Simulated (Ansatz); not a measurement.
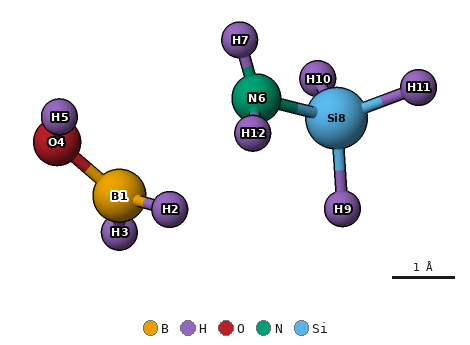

**Figure 1.** The starting structure (ball-and-stick view, seen at a tilt; atoms are numbered from 1 in the order of the input). Bond lengths as drawn: B–H 1.19 Å, B–O 1.35 Å, H–N 1.00 to 1.02 Å, H–O 0.95 Å, H–Si 1.47 to 1.48 Å and N–Si 1.73 Å.

## Geometry relaxation, with input and output: BSiNH8O (part 1 of 2)

- system: BSiNH8O
- method: RHF/6-31G* (Ansatz 0.2.0)

It belongs to a series of runs on one base structure; here: end point A relaxed. Figures and captions count atoms from 1; the log counts them from 0 in places.

## Input
```yaml
crystal:
  periodic: [false, false, false]
  atoms:
    - { symbol: B, position_ang: [-0.045531, -0.513079, -0.171334] }
    - { symbol: H, position_ang: [-0.218264, -0.671666, 0.998402] }
    - { symbol: H, position_ang: [1.044604, -0.426543, -0.629579] }
    - { symbol: O, position_ang: [-1.092583, -0.529188, -1.022019] }
    - { symbol: H, position_ang: [-1.930433, -0.64268, -0.597188] }
    - { symbol: "N", position_ang: [-0.156297, 1.946859, 1.05768] }
    - { symbol: H, position_ang: [-1.003818, 2.384928, 0.759105] }
    - { symbol: Si, position_ang: [1.190064, 2.924585, 1.549087] }
    - { symbol: H, position_ang: [2.316548, 2.01616, 1.825349] }
    - { symbol: H, position_ang: [1.529354, 3.856937, 0.459568] }
    - { symbol: H, position_ang: [0.949958, 3.732428, 2.766981] }
    - { symbol: H, position_ang: [-0.360002, 1.099759, 1.593947] }
basis:
  gaussian: { orbitals: "6-31G*" }
hamiltonian:
  xc: hf
relax:
  f_tol: 0.03
  max_steps: 50
output:
  orbitals: {}
```

Hardware: 1 thread of Arm Neoverse V2, 24 GiB of memory available, shared host.

Launch command:
```bash
ansatz run input.yaml --threads 1 --pin off --max-ram 2048MiB --backend cpu --events-out ev --progress --plain --runs-dir out
```

## The program's output
```
The last accepted step is kept in [file] (removed where the run ends without a failure and the disk answers)
Engine: ansatz 0.2.0, aarch64-unknown-linux-gnu
Functional definition: HF
  exchange = exact_x
  correlation = 0
903 factors; integrals over basis functions are off by at most 5.8e-4 eV
mean field evaluation 1: about -12176.2970 eV, gradient 4.0e1 eV
mean field evaluation 2: about -12176.3654 eV, gradient 4.0e1 eV
mean field evaluation 4: about -12179.8152 eV, gradient 3.3e0 eV
mean field evaluation 8: about -12179.8543 eV, gradient 1.9e-1 eV
mean field -12179.85445445 eV, -447.6013953991 hartree, gradient 2.1e-5 eV, S^2 0.000000; 0 other end points of the search recorded, 0 dependent functions left out
the calculation of the forces begins
reference -12179.85445445 eV, -447.6013953991 hartree; 21, 21 occupied and 59, 59 virtual orbitals, 903 factors
relax step   1: F+E_penalty+E_count = -12179.85445445 eV  Δ(F+E_penalty+E_count) = +0.000e0 eV  max|allowed force component| = 1.294e0 eV/Å  Δτ_max = 0.0000 Å  (33 SCF iters, accepted)
these checks for a lower state are left out or cut short: starts, cluster_reference, orbital_swaps, neighbouring_geometries, increment
903 factors; integrals over basis functions are off by at most 5.8e-4 eV
mean field evaluation 16: about -12179.9603 eV, gradient 3.2e-4 eV
mean field -12179.96031167 eV, -447.6052855804 hartree, gradient 1.7e-5 eV, S^2 0.000000; 0 other end points of the search recorded, 0 dependent functions left out
[... from here on the field's lines of each further geometry are left out, up to the last ...]
relax step   2: F+E_penalty+E_count = -12179.96031167 eV  Δ(F+E_penalty+E_count) = -1.059e-1 eV  max|allowed force component| = 3.533e-1 eV/Å  Δτ_max = 0.1949 Å  (31 SCF iters, accepted)
relax step   3: F+E_penalty+E_count = -12179.98164108 eV  Δ(F+E_penalty+E_count) = -2.133e-2 eV  max|allowed force component| = 5.736e-1 eV/Å  Δτ_max = 0.2000 Å  (31 SCF iters, accepted)
relax step   4: F+E_penalty+E_count = -12179.99825897 eV  Δ(F+E_penalty+E_count) = -1.662e-2 eV  max|allowed force component| = 4.202e-1 eV/Å  Δτ_max = 0.0870 Å  (30 SCF iters, accepted)
relax step   5: F+E_penalty+E_count = -12180.00739631 eV  Δ(F+E_penalty+E_count) = -9.137e-3 eV  max|allowed force component| = 3.081e-1 eV/Å  Δτ_max = 0.0637 Å  (32 SCF iters, accepted)
relax step   6: F+E_penalty+E_count = -12180.00821993 eV  Δ(F+E_penalty+E_count) = -8.236e-4 eV  max|allowed force component| = 3.742e-1 eV/Å  Δτ_max = 0.2000 Å  (30 SCF iters, accepted)
relax step   7: F+E_penalty+E_count = -12180.02215490 eV  Δ(F+E_penalty+E_count) = -1.393e-2 eV  max|allowed force component| = 2.773e-1 eV/Å  Δτ_max = 0.2000 Å  (31 SCF iters, accepted)
relax step   8: F+E_penalty+E_count = -12180.02941414 eV  Δ(F+E_penalty+E_count) = -7.259e-3 eV  max|allowed force component| = 1.001e-1 eV/Å  Δτ_max = 0.0684 Å  (32 SCF iters, accepted)
relax step   9: F+E_penalty+E_count = -12180.03351682 eV  Δ(F+E_penalty+E_count) = -4.103e-3 eV  max|allowed force component| = 9.990e-2 eV/Å  Δτ_max = 0.0951 Å  (32 SCF iters, accepted)
relax step  10: F+E_penalty+E_count = -12180.03695917 eV  Δ(F+E_penalty+E_count) = -3.442e-3 eV  max|allowed force component| = 1.738e-1 eV/Å  Δτ_max = 0.1348 Å  (31 SCF iters, accepted)
relax step  11: F+E_penalty+E_count = -12180.03877249 eV  Δ(F+E_penalty+E_count) = -1.813e-3 eV  max|allowed force component| = 1.291e-1 eV/Å  Δτ_max = 0.0833 Å  (30 SCF iters, accepted)
relax step  12: F+E_penalty+E_count = -12180.03856138 eV  Δ(F+E_penalty+E_count) = +2.111e-4 eV  max|allowed force component| = 1.724e-1 eV/Å  Δτ_max = 0.0505 Å  (32 SCF iters, rejected (line search))
relax step  13: F+E_penalty+E_count = -12180.04079321 eV  Δ(F+E_penalty+E_count) = -2.021e-3 eV  max|allowed force component| = 6.006e-2 eV/Å  Δτ_max = 0.0253 Å  (33 SCF iters, accepted)
relax step  14: F+E_penalty+E_count = -12180.04240857 eV  Δ(F+E_penalty+E_count) = -1.615e-3 eV  max|allowed force component| = 3.852e-2 eV/Å  Δτ_max = 0.0584 Å  (32 SCF iters, accepted)
relax step  15: F+E_penalty+E_count = -12180.04317307 eV  Δ(F+E_penalty+E_count) = -7.645e-4 eV  max|allowed force component| = 8.605e-2 eV/Å  Δτ_max = 0.0377 Å  (32 SCF iters, accepted)
relax step  16: F+E_penalty+E_count = -12180.04396638 eV  Δ(F+E_penalty+E_count) = -7.933e-4 eV  max|allowed force component| = 1.146e-1 eV/Å  Δτ_max = 0.0483 Å  (32 SCF iters, accepted)
relax step  17: F+E_penalty+E_count = -12180.04477965 eV  Δ(F+E_penalty+E_count) = -8.133e-4 eV  max|allowed force component| = 1.358e-1 eV/Å  Δτ_max = 0.0677 Å  (31 SCF iters, accepted)
relax step  18: F+E_penalty+E_count = -12180.04543447 eV  Δ(F+E_penalty+E_count) = -6.548e-4 eV  max|allowed force component| = 1.124e-1 eV/Å  Δτ_max = 0.0314 Å  (32 SCF iters, accepted)
relax step  19: F+E_penalty+E_count = -12180.04559562 eV  Δ(F+E_penalty+E_count) = -1.611e-4 eV  max|allowed force component| = 1.667e-1 eV/Å  Δτ_max = 0.1150 Å  (30 SCF iters, accepted)
relax step  20: F+E_penalty+E_count = -12180.04711350 eV  Δ(F+E_penalty+E_count) = -1.518e-3 eV  max|allowed force component| = 9.769e-2 eV/Å  Δτ_max = 0.0223 Å  (33 SCF iters, accepted)
relax step  21: F+E_penalty+E_count = -12180.04763416 eV  Δ(F+E_penalty+E_count) = -5.207e-4 eV  max|allowed force component| = 3.342e-2 eV/Å  Δτ_max = 0.0129 Å  (25 SCF iters, accepted)
relax step  22: F+E_penalty+E_count = -12180.04804496 eV  Δ(F+E_penalty+E_count) = -4.108e-4 eV  max|allowed force component| = 1.754e-2 eV/Å  Δτ_max = 0.0273 Å  (32 SCF iters, accepted)
relax step  23: F+E_penalty+E_count = -12180.04825579 eV  Δ(F+E_penalty+E_count) = -2.108e-4 eV  max|allowed force component| = 1.078e-1 eV/Å  Δτ_max = 0.1193 Å  (31 SCF iters, accepted)
relax step  24: F+E_penalty+E_count = -12180.04884220 eV  Δ(F+E_penalty+E_count) = -5.864e-4 eV  max|allowed force component| = 3.540e-2 eV/Å  Δτ_max = 0.0301 Å  (33 SCF iters, accepted)
relax step  25: F+E_penalty+E_count = -12180.04897152 eV  Δ(F+E_penalty+E_count) = -1.293e-4 eV  max|allowed force component| = 3.748e-2 eV/Å  Δτ_max = 0.0117 Å  (25 SCF iters, accepted)
relax step  26: F+E_penalty+E_count = -12180.04926102 eV  Δ(F+E_penalty+E_count) = -2.895e-4 eV  max|allowed force component| = 1.205e-2 eV/Å  Δτ_max = 0.0274 Å  (33 SCF iters, accepted)
relax step  27: F+E_penalty+E_count = -12180.04947830 eV  Δ(F+E_penalty+E_count) = -2.173e-4 eV  max|allowed force component| = 3.603e-2 eV/Å  Δτ_max = 0.0387 Å  (32 SCF iters, accepted)
relax step  28: F+E_penalty+E_count = -12180.04960523 eV  Δ(F+E_penalty+E_count) = -1.269e-4 eV  max|allowed force component| = 4.221e-2 eV/Å  Δτ_max = 0.0357 Å  (32 SCF iters, accepted)
the calculation of the forces begins
reference -12180.04970705 eV, -447.6085708000 hartree; 21, 21 occupied and 59, 59 virtual orbitals, 903 factors
relax step  29: F+E_penalty+E_count = -12180.04970705 eV  Δ(F+E_penalty+E_count) = -1.018e-4 eV  max|allowed force component| = 2.784e-2 eV/Å  Δτ_max = 0.0116 Å  (25 SCF iters, accepted)
```

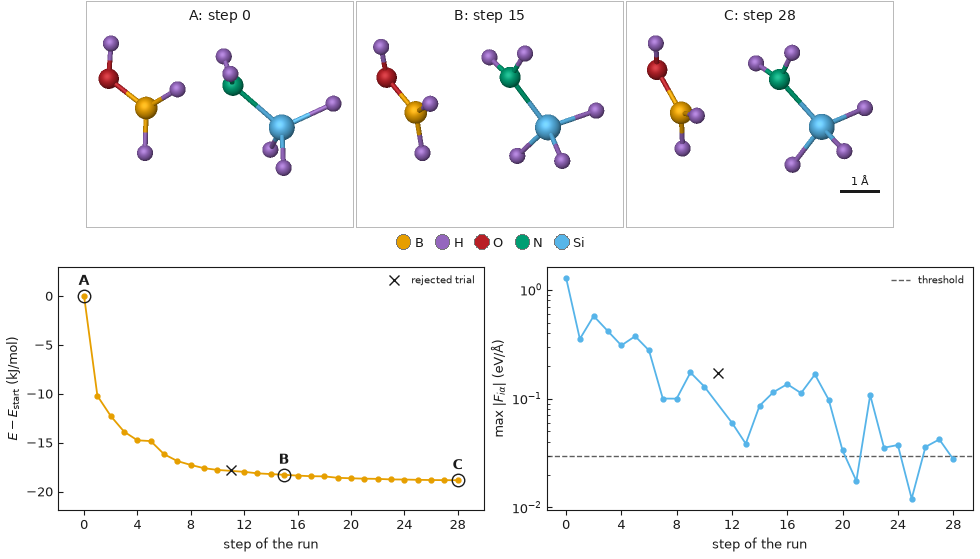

**Figure 2.** Frames of the relaxation (ball-and-stick view, seen at a tilt) above the curves, on which the letters mark them (the first geometry is step 0 here and step 1 in the log).

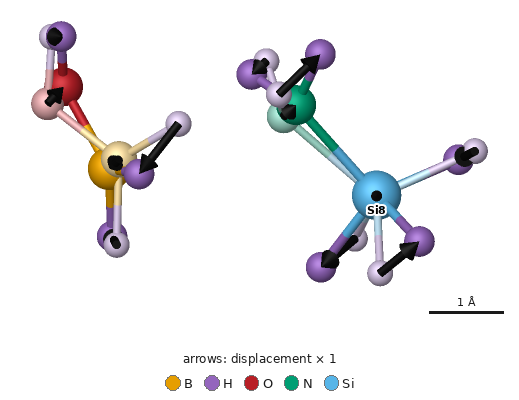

**Figure 3.** Start (faint) and end (solid) with the displacements as black arrows, at true length (ball-and-stick view, seen at a tilt). The two geometries are laid on each other by the best rigid fit. The energy falls by 18.8 kJ/mol in 28 geometry steps. Largest force component: 1.3 eV/Å at the start, 0.028 eV/Å at the end. The line search rejected the trial step at point 11 (counted from 0) and went back. The largest move after the best rigid fit is that of H2, 0.89 Å. Largest moves by element: H 0.89 Å, O 0.34 Å, N 0.31 Å, B 0.28 Å, Si 0.12 Å. Among the contacts that change: N6–H12 1.023 → 1.000 Å, B1–O4 1.349 → 1.353 Å. (Atoms are counted from 1 in the order of the input.)

```
903 factors; integrals over basis functions are off by at most 6.2e-4 eV
mean field -12180.04970705 eV, -447.6085708000 hartree, gradient 8.2e-6 eV, S^2 0.000000; 1 other end points of the search recorded, 0 dependent functions left out
the calculation of the forces begins
reference -12180.04970705 eV, -447.6085708000 hartree; 21, 21 occupied and 59, 59 virtual orbitals, 903 factors
Total energy: -12180.04970705 eV, -447.6085708000 hartree
Atom 0 at    -0.009074    -0.403805    -0.422428 Å, force    -0.027843     0.003953    -0.007991 eV/Å
Atom 1 at     0.271771    -1.149546     0.468139 Å, force    -0.004017     0.007529    -0.013427 eV/Å
Atom 2 at     0.825142     0.178018    -1.037838 Å, force    -0.009641    -0.009280     0.009346 eV/Å
Atom 3 at    -1.290002    -0.279820    -0.841197 Å, force     0.018634    -0.013764     0.018601 eV/Å
Atom 4 at    -1.902268    -0.798503    -0.339264 Å, force     0.023233     0.010466    -0.006514 eV/Å
Atom 5 at    -0.226407     1.879576     1.341425 Å, force    -0.001373    -0.001414    -0.007583 eV/Å
Atom 6 at    -0.854323     2.164676     0.617137 Å, force    -0.001031     0.001670    -0.000566 eV/Å
Atom 7 at     1.211738     2.811872     1.611487 Å, force     0.025380     0.007024     0.003990 eV/Å
Atom 8 at     2.082557     2.054066     2.530989 Å, force    -0.016025     0.014971    -0.016720 eV/Å
Atom 9 at     1.877131     3.014352     0.311711 Å, force    -0.012213    -0.004274     0.025479 eV/Å
Atom 10 at     0.982171     4.146440     2.215112 Å, force     0.003599    -0.018057    -0.008618 eV/Å
Atom 11 at    -0.744837     1.561174     2.134725 Å, force     0.001297     0.001176     0.004004 eV/Å
Dipole moment:    -0.388692    -0.058239     0.327066 e Å
```

## Trajectory as extended XYZ (Å, eV, eV/Å), 29 frames, from step=1 to step=29
```
12
Properties=species:S:1:pos:R:3:forces:R:3 step=1 energy=-12179.85445
B    -0.0455   -0.5131   -0.1713   -0.0334  -0.0788  -0.1592
H    -0.2183   -0.6717    0.9984    0.0109  -0.4066  -0.0320
H     1.0446   -0.4265   -0.6296    0.0249   0.0083   0.0019
O    -1.0926   -0.5292   -1.0220    0.0138  -0.0022   0.0254
H    -1.9304   -0.6427   -0.5972    0.0134  -0.0025  -0.0205
N    -0.1563    1.9469    1.0577   -0.1964  -0.8089   0.6045
H    -1.0038    2.3849    0.7591    0.0035   0.0086   0.0113
Si    1.1901    2.9246    1.5491   -0.0213  -0.0258   0.0074
H     2.3165    2.0162    1.8253    0.0101   0.0015  -0.0021
H     1.5294    3.8569    0.4596   -0.0132   0.0003  -0.0151
H     0.9500    3.7324    2.7670    0.0084   0.0120   0.0054
H    -0.3600    1.0998    1.5939    0.1793   1.2940  -0.4271
12
Properties=species:S:1:pos:R:3:forces:R:3 step=2 energy=-12179.96031
B    -0.0413   -0.5824   -0.1968   -0.0934  -0.0489  -0.0555
H    -0.2055   -0.8621    0.9589    0.0154  -0.0784  -0.1107
H     1.0468   -0.4449   -0.6510   -0.0124  -0.0028  -0.0032
O    -1.0957   -0.5180   -1.0388    0.0765   0.0043   0.0977
H    -1.9303   -0.6585   -0.6151    0.0282  -0.0202  -0.0312
N    -0.1661    1.9888    1.0875   -0.1194  -0.3076   0.1971
H    -0.9978    2.4363    0.7595    0.0387   0.0285  -0.0215
Si    1.1997    2.9488    1.5530   -0.0279  -0.0022   0.0388
H     2.3185    2.0289    1.8263    0.0068   0.0246  -0.0061
H     1.5330    3.8704    0.4533   -0.0011   0.0004  -0.0130
H     0.9676    3.7575    2.7715    0.0596   0.0490   0.0097
H    -0.4052    1.2136    1.6817    0.0291   0.3533  -0.1019
12
Properties=species:S:1:pos:R:3:forces:R:3 step=3 energy=-12179.98164
B    -0.0541   -0.6052   -0.2352    0.1278   0.1226   0.1045
H    -0.2221   -0.9245    0.9039    0.0125  -0.1817  -0.0034
H     1.0327   -0.4463   -0.6820    0.0497   0.0554   0.0014
O    -1.1016   -0.4869   -1.0707   -0.5736  -0.3570   0.0609
H    -1.9271   -0.7649   -0.6795    0.3923   0.3008  -0.1965
N    -0.1693    1.9849    1.1651   -0.1284  -0.0584   0.2135
H    -0.9611    2.4202    0.7288    0.1389  -0.1116   0.1096
Si    1.2091    2.9621    1.5703   -0.0330   0.0215   0.0011
H     2.3373    2.0616    1.8548    0.0499  -0.0222   0.0126
H     1.5216    3.8411    0.4278   -0.0418  -0.0497  -0.0166
H     1.0268    3.8297    2.7598   -0.0158  -0.0182  -0.0274
H    -0.4685    1.3067    1.8469    0.0216   0.2985  -0.2595
12
Properties=species:S:1:pos:R:3:forces:R:3 step=4 energy=-12179.99826
B    -0.0495   -0.6089   -0.2524    0.0508  -0.2565   0.0194
H    -0.2129   -0.9646    0.8808    0.0077   0.0377  -0.0533
H     1.0375   -0.4389   -0.6975    0.0102   0.1074   0.0121
O    -1.0953   -0.5422   -1.1016   -0.4202  -0.0239   0.2681
H    -1.9265   -0.7505   -0.6825    0.3693   0.1138  -0.2468
N    -0.1812    1.9989    1.1967   -0.1352  -0.0657   0.1304
H    -0.9605    2.4348    0.7402    0.1216  -0.0690   0.0964
Si    1.2137    2.9629    1.5740   -0.0166   0.0322   0.0042
H     2.3393    2.0580    1.8611    0.0237  -0.0051   0.0073
H     1.5185    3.8205    0.4136   -0.0296  -0.0444  -0.0104
H     1.0430    3.8465    2.7529    0.0058  -0.0091  -0.0243
H    -0.5025    1.3621    1.9047    0.0124   0.1825  -0.2030
12
Properties=species:S:1:pos:R:3:forces:R:3 step=5 energy=-12180.00740
B    -0.0277   -0.6393   -0.2587   -0.1132   0.1153  -0.0025
H    -0.1893   -1.0164    0.8695    0.0267  -0.0306  -0.1306
H     1.0560   -0.4254   -0.6976   -0.0223  -0.0440   0.0033
O    -1.0830   -0.5098   -1.0950   -0.1195  -0.0852   0.3081
H    -1.9133   -0.7015   -0.6724    0.2343   0.0380  -0.1856
N    -0.2033    2.0022    1.2136   -0.0739  -0.0559   0.1429
H    -0.9717    2.4426    0.7457    0.0895  -0.0433   0.0464
Si    1.2087    2.9506    1.5665   -0.0478   0.0263  -0.0104
H     2.3319    2.0417    1.8550    0.0020   0.0008   0.0022
H     1.5048    3.7869    0.3886   -0.0103  -0.0321  -0.0003
H     1.0529    3.8494    2.7355    0.0262   0.0024  -0.0194
H    -0.5425    1.3976    1.9393    0.0081   0.1082  -0.1540
12
Properties=species:S:1:pos:R:3:forces:R:3 step=6 energy=-12180.00822
B    -0.0197   -0.6640   -0.2816    0.1164  -0.0525   0.1030
H    -0.1565   -1.1855    0.7860   -0.1174   0.0156  -0.0159
H     1.0640   -0.3998   -0.6911    0.0048   0.0267  -0.0146
O    -1.0583   -0.4372   -1.1055   -0.1591   0.1160  -0.2155
H    -1.9193   -0.6655   -0.7851    0.1566  -0.0704   0.1509
N    -0.2257    1.9978    1.3548    0.0463   0.2814  -0.3742
H    -0.9508    2.4029    0.7992   -0.0756  -0.0766  -0.0194
Si    1.2048    2.9576    1.5635    0.0459  -0.2174   0.1857
H     2.3272    2.0670    1.9134    0.0227   0.0358  -0.0244
H     1.4666    3.6558    0.2927   -0.0328  -0.0229  -0.0122
H     1.1111    3.9712    2.6383   -0.0136   0.0547  -0.0113
H    -0.6197    1.4782    2.1053    0.0060  -0.0904   0.2480
12
Properties=species:S:1:pos:R:3:forces:R:3 step=7 energy=-12180.02216
B    -0.0424   -0.6005   -0.2931   -0.0137   0.0360   0.0045
H    -0.2154   -1.1502    0.7553    0.0840  -0.0222  -0.0223
H     1.0374   -0.3075   -0.6919    0.0015  -0.0219   0.0328
O    -1.0943   -0.3663   -1.1066   -0.0406  -0.0243   0.0702
H    -1.9121   -0.6706   -0.7390   -0.0075   0.0426  -0.0673
N    -0.1836    1.9397    1.3607   -0.2109   0.0002  -0.1416
H    -0.9154    2.2188    0.7297    0.2772  -0.0316   0.2418
Si    1.2122    2.9457    1.5737   -0.0344   0.0846  -0.0603
H     2.3509    2.1193    2.0247   -0.0601   0.0312  -0.0177
H     1.5026    3.5712    0.2672    0.0099  -0.0557   0.0580
H     1.0429    4.0378    2.5671    0.0015  -0.0804  -0.0463
H    -0.5592    1.4411    2.1420   -0.0068   0.0415  -0.0519
12
Properties=species:S:1:pos:R:3:forces:R:3 step=8 energy=-12180.02941
B    -0.0121   -0.5936   -0.2800   -0.0427   0.0164   0.0097
H    -0.1664   -1.1662    0.7602    0.0183   0.0076  -0.0490
H     1.0678   -0.3035   -0.6825   -0.0095   0.0041   0.0209
O    -1.0665   -0.3384   -1.0849    0.0417   0.0024   0.0098
H    -1.8942   -0.6304   -0.7327   -0.0048  -0.0060   0.0209
N    -0.2223    1.9443    1.3645   -0.0902  -0.0112  -0.0721
H    -0.9498    2.2704    0.7579    0.1001  -0.0387   0.0891
Si    1.1990    2.9193    1.5547   -0.0074   0.0269  -0.0020
H     2.3288    2.0716    1.9810   -0.0318   0.0018   0.0019
H     1.4834    3.5354    0.2444   -0.0069  -0.0204   0.0355
H     1.0663    4.0058    2.5567    0.0058  -0.0284  -0.0385
H    -0.6106    1.4637    2.1508    0.0274   0.0455  -0.0262
12
Properties=species:S:1:pos:R:3:forces:R:3 step=9 energy=-12180.03352
B     0.0084   -0.5469   -0.2669   -0.0267  -0.0076   0.0728
H    -0.1340   -1.1589    0.7546    0.0066   0.0317  -0.0999
H     1.0861   -0.2405   -0.6646   -0.0185   0.0073   0.0136
O    -1.0507   -0.2723   -1.0602    0.0249  -0.0038   0.0035
H    -1.8760   -0.5785   -0.7140    0.0078  -0.0113   0.0201
N    -0.2399    1.9075    1.3767   -0.0535  -0.0325   0.0070
H    -0.9594    2.2234    0.7583    0.0054  -0.0201   0.0303
Si    1.1865    2.8823    1.5319    0.0159   0.0214   0.0321
H     2.3054    2.0379    1.9916   -0.0119   0.0181  -0.0071
H     1.4758    3.4514    0.2004   -0.0127  -0.0347   0.0607
H     1.0604    4.0028    2.4979    0.0036  -0.0370  -0.0554
H    -0.6391    1.4702    2.1842    0.0589   0.0684  -0.0777
```
